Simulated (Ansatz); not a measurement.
# N_i (6-fold void) in Y4S3N2 (C2/m): charge-transition levels and formation energies

Aim: at which Fermi levels does N_i (6-fold void) in Y4S3N2 (C2/m) change its charge? The model is a cell of 54 host atoms with 1 N put in.

Program: Ansatz 0.2.0. Level of theory: place-levels on PBEsol runs: charge-transition levels and formation energies with image-charge correction and potential alignment at the atomic sites. Results are calculated unless marked as measured.

### Step 1. The starting structure

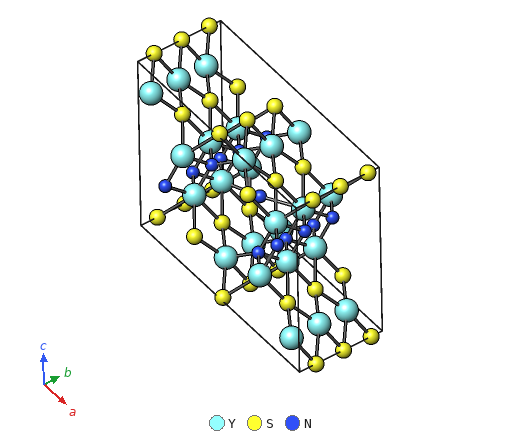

The starting structure, seen slightly off an axis (yttrium teal, sulfur yellow, nitrogen blue). Some periodic images of atoms are drawn too.

The cell holds 55 atoms: 24 Y, 18 S and 13 N. Its edges and angles: a = 12.778 Å, b = 11.374 Å, c = 9.763 Å, α = 90.0°, β = 128.5°, γ = 90.0°. It derives from Y4S3N2 (space group C2/m). Nearest the centre at fractional (0.500, 0.635, 0.500): N55 at 0.00 Å, Y38 at 2.69 Å, Y39 at 2.69 Å, S31 at 2.70 Å, S30 at 2.70 Å, N52 at 2.91 Å, N53 at 2.91 Å, Y44 at 3.06 Å.

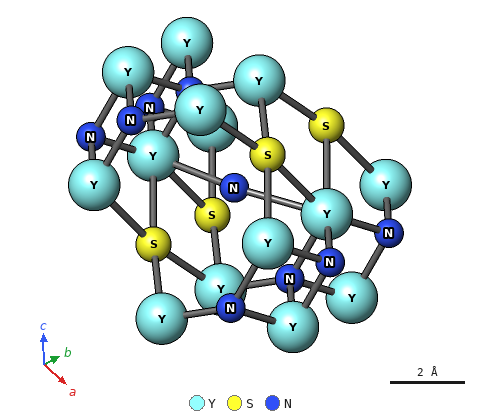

The atoms within 5 Å of the centre.

As a file:

```xyz
55
Lattice="12.7781 0.0000 -0.0248 0.0000 11.3745 0.0000 -6.0606 0.0000 7.6537" Properties=species:S:1:pos:R:3 pbc="T T T"
Y    -0.6153    1.8957    4.9602
Y     5.7738    0.0000    4.9478
Y     0.9438    0.0000    2.6811
Y     7.3328    1.8957    2.6687
Y     4.6955    0.0000    1.0893
Y    11.0845    1.8957    1.0769
Y    -4.3670    1.8957    6.5520
Y     2.0220    0.0000    6.5396
S     0.0000    0.0000    0.0000
S     6.3891    1.8957   -0.0124
S    -2.5264    0.0000    5.9982
S     3.8626    1.8957    5.9858
S     2.8549    1.8957    1.6431
S     9.2440    0.0000    1.6307
N    -0.3467    1.8957    2.7567
N     6.0423    0.0000    2.7443
N     0.6752    0.0000    4.8846
N     7.0643    1.8957    4.8722
Y    -0.6153    5.6872    4.9602
Y     5.7738    3.7915    4.9478
Y     0.9438    3.7915    2.6811
Y     7.3328    5.6872    2.6687
Y     4.6955    3.7915    1.0893
Y    11.0845    5.6872    1.0769
Y    -4.3670    5.6872    6.5520
Y     2.0220    3.7915    6.5396
S     0.0000    3.7915    0.0000
S     6.3891    5.6872   -0.0124
S    -2.5264    3.7915    5.9982
S     3.8626    5.6872    5.9858
S     2.8549    5.6872    1.6431
S     9.2440    3.7915    1.6307
N    -0.3467    5.6872    2.7567
N     6.0423    3.7915    2.7443
N     0.6752    3.7915    4.8846
N     7.0643    5.6872    4.8722
Y    -0.6153    9.4787    4.9602
Y     5.7738    7.5830    4.9478
Y     0.9438    7.5830    2.6811
Y     7.3328    9.4787    2.6687
Y     4.6955    7.5830    1.0893
Y    11.0845    9.4787    1.0769
Y    -4.3670    9.4787    6.5520
Y     2.0220    7.5830    6.5396
S     0.0000    7.5830    0.0000
S     6.3891    9.4787   -0.0124
S    -2.5264    7.5830    5.9982
S     3.8626    9.4787    5.9858
S     2.8549    9.4787    1.6431
S     9.2440    7.5830    1.6307
N    -0.3467    9.4787    2.7567
N     6.0423    7.5830    2.7443
N     0.6752    7.5830    4.8846
N     7.0643    9.4787    4.8722
N     3.3588    7.2195    3.8145
```

Screening for the image-charge correction: ε∞ = (6.75, 7.00, 6.49), ε0 = principal values (12.97, 15.04, 17.01), from a response run on this crystal (DFPT, PBEsol) at that run's own cell.

The cell's shortest repeat is 9.8 Å.

### Step 2. What was run first

Levels follow from differences of total energies between charge states, each relaxed by itself.

Random displacements of about 0.05 Å break the site symmetry at the start, so that the relaxation can reach a distorted minimum if there is one. Forces are taken at one point at (¼, ¼, ¼). The cell holds 3 electrons more than the neutral one, with a uniform background that keeps it neutral on the whole.

The sampling was tested on the host first: at the k-points planned (1x1x1 shifted 0.25 0.25 0.25) its energy lies 0.005 eV an atom from the dense-mesh value, under the bound of 0.02 eV set for this test; that bounds the host's error, not the defect's.

One of the inputs; charge, spin and start change from state to state.

Contents of qm3.relax/input.yaml:

```yaml
crystal:
  lattice:
    - [12.7781342, 0.0, -0.02476512]
    - [0.0, 3.79148885, 0.0]
    - [-6.06062452, 0.0, 7.65368019]
  atoms:
    - { symbol: "Y", position: [0.25962613, 0.5, 0.64891759] }
    - { symbol: "Y", position: [0.75962613, 0.0, 0.64891759] }
    - { symbol: "Y", position: [0.24037387, 0.0, 0.35108241] }
    - { symbol: "Y", position: [0.74037387, 0.5, 0.35108241] }
    - { symbol: "Y", position: [0.43563346, 0.0, 0.14373379] }
    - { symbol: "Y", position: [0.93563346, 0.5, 0.14373379] }
    - { symbol: "Y", position: [0.06436654, 0.5, 0.85626621] }
    - { symbol: "Y", position: [0.56436654, 0.0, 0.85626621] }
    - { symbol: S, position: [0.0, 0.0, 0.0] }
    - { symbol: S, position: [0.5, 0.5, 0.0] }
    - { symbol: S, position: [0.17425596, 0.0, 0.78426089] }
    - { symbol: S, position: [0.67425596, 0.5, 0.78426089] }
    - { symbol: S, position: [0.32574404, 0.5, 0.21573911] }
    - { symbol: S, position: [0.82574404, 0.0, 0.21573911] }
    - { symbol: "N", position: [0.14391518, 0.5, 0.36064226] }
    - { symbol: "N", position: [0.64391518, 0.0, 0.36064226] }
    - { symbol: "N", position: [0.35608482, 0.0, 0.63935774] }
    - { symbol: "N", position: [0.85608482, 0.5, 0.63935774] }
  supercell: [1, 3, 1]
  defects: [{ interstitial: { symbol: "N", position: [0.5, 0.634715, 0.5] } }]
total_charge: -3
basis:
  ecutwfc: 420
  xc_grid: 2
hamiltonian:
  xc: pbesol
kpoints:
  mp_grid: { grid: [1, 1, 1], shift: [0.25, 0.25, 0.25] }
scf:
  occupations: { method: fixed }
  max_iter: 60
output:
  forces: true
  charged_corrections:
    epsilon: [6.75, 7.0, 6.49]
    static_epsilon: [[14.06, 0.0, 1.03], [0.0, 17.01, 0.0], [1.03, 0.0, 13.95]]
relax:
  f_tol: 0.02
  max_steps: 80
  random_displacement: { amplitude: 0.05, seed: 3530 }
checkpoint:
  write: "../qm3.relax.run"
  compress: false
  write_wavefunctions: true
  write_every: 100000
```

Command:

```bash
ansatz run input.yaml --threads 8 --pin off --max-ram 14131MiB --backend cpu --events-out ev --progress --plain --runs-dir out
```

The relaxed structure is kept and the sampling changed to a 2×2×2 shifted mesh.

The run of this state that the levels use, under PBEsol:

Contents of qm3.point/input.yaml:

```yaml
crystal:
  checkpoint: "../qm3.relax.run"
  host: checkpoint
total_charge: -3
basis:
  ecutwfc: 420
  xc_grid: 2
hamiltonian:
  xc: pbesol
kpoints:
  mp_grid: { grid: [2, 2, 2], shift: [0.5, 0.5, 0.5] }
scf:
  occupations: { method: fermi_dirac, width: 0.01 }
  max_iter: 60
output:
  forces: true
  eigenvalues: true
  charged_corrections:
    epsilon: [6.75, 7.0, 6.49]
    static_epsilon: [[14.06, 0.0, 1.03], [0.0, 17.01, 0.0], [1.03, 0.0, 13.95]]
    defect_position: [0.5, 0.634715, 0.5]
  eigenstates: { localisation: true }
  populations: true
checkpoint:
  read: "../qm3.relax.run"
  write: "../qm3.point.run"
  compress: false
  write_wavefunctions: false
  write_every: 100000
```

Relaxations under PBEsol at one point at (¼, ¼, ¼); times on 8 threads of Intel Xeon 6975P-C (Granite Rapids), shared host:

```csv
charge,moment (μB),occupations,outcome,steps,largest displacement against the far atoms (Å),time
−3,0,fixed,converged,9,0.82,45 s
−3,2,fixed,converged,7,0.54,57 s
−2,1,fixed,converged,8,0.54,66 s
−1,0,fixed,converged,15,1.50,66 s
−1,2,fixed,converged,7,0.43,67 s
0,1,fixed,converged,14,1.18,2.5 min
+1,0,fixed,converged,13,0.77,59 s
+1,2,fixed,converged,7,0.51,75 s
```

Single points under PBEsol at a 2×2×2 shifted mesh; times on 8 threads of Intel Xeon 6975P-C (Granite Rapids), shared host:

```csv
charge,moment (μB),occupations,outcome,time
−3,0,fermi-dirac,converged,25 s
−3,2,fermi-dirac,converged,51 s
−2,1,fermi-dirac,converged,52 s
−1,0,fermi-dirac,converged,25 s
−1,2,fermi-dirac,converged,61 s
0,1,fermi-dirac,converged,56 s
+1,0,fermi-dirac,converged,25 s
+1,2,fermi-dirac,converged,75 s
```

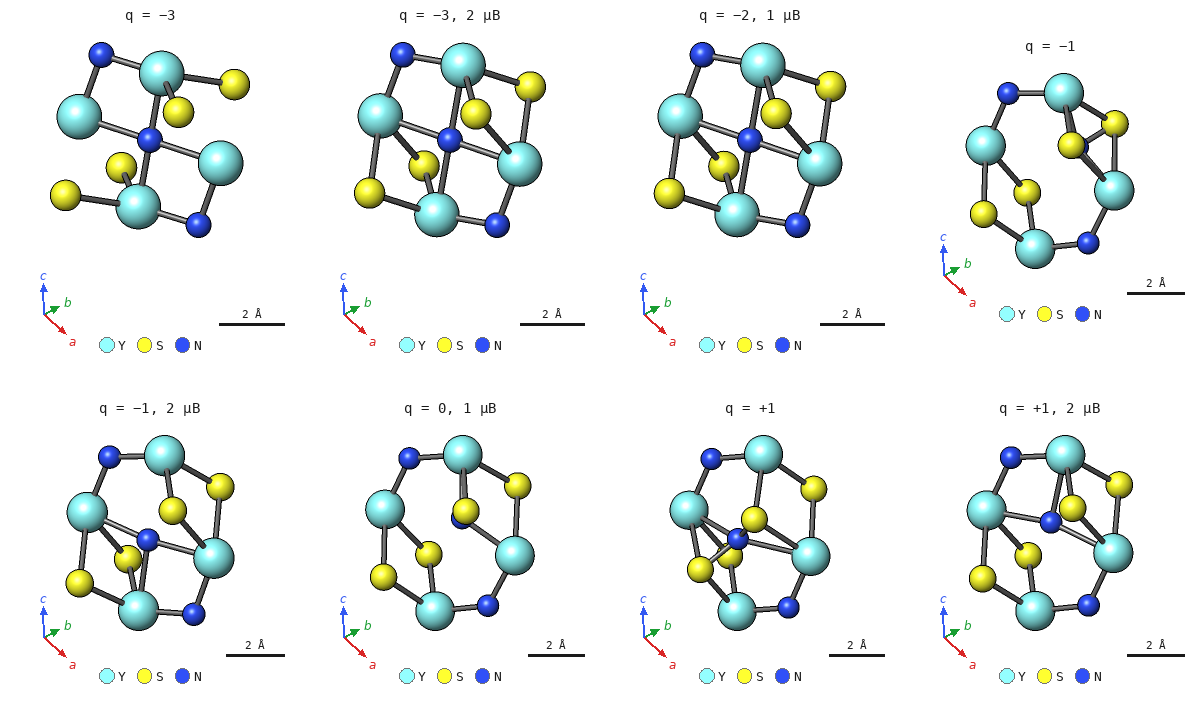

The structures near the centre after relaxation with PBEsol, by charge.

Distances (Å) from N55 to the nearest atoms after relaxation with PBEsol:

```csv
charge,moment (μB),1.,2.,3.,4.,5.,6.
−3,0,Y 2.21,Y 2.21,Y 2.49,Y 2.49,N 3.06,N 3.06
−3,2,Y 2.48,Y 2.48,Y 2.50,Y 2.50,N 3.06,N 3.06
−2,1,Y 2.47,Y 2.48,Y 2.49,Y 2.50,N 3.07,N 3.07
−1,0,S 1.71,Y 2.21,Y 2.27,S 3.03,N 3.10,Y 3.35
−1,2,Y 2.43,Y 2.54,Y 2.56,S 2.89,S 2.90,N 3.02
0,1,S 1.66,Y 2.28,Y 2.34,S 2.94,N 3.09,Y 3.45
+1,0,S 1.77,S 1.77,Y 2.67,Y 2.73,Y 3.17,N 3.19
+1,2,Y 2.54,Y 2.58,Y 2.60,N 2.71,S 2.85,S 2.87
```

[end of part 1 of 2]

[Logs are printed without paths, hosts, clocks, repeated set-up lines and the standing remarks that a program may print on its own settings, such as how far it seeks lower states.]

[Hosts, paths, dates, database ids (printed as entryN), source tags and the programs' standing remarks are cut or masked in the printed files.]

[Where a table of states has a column of steps, it counts the stored structures, which are thinned; the runs took as many ionic steps or more.]

[A defect's name tells the site on which it was built; relaxed atoms can leave that site.]

[For some hosts the program warned that the k-mesh of the response run may be too coarse for force constants and the static dielectric constant; such warnings are not shown here.]
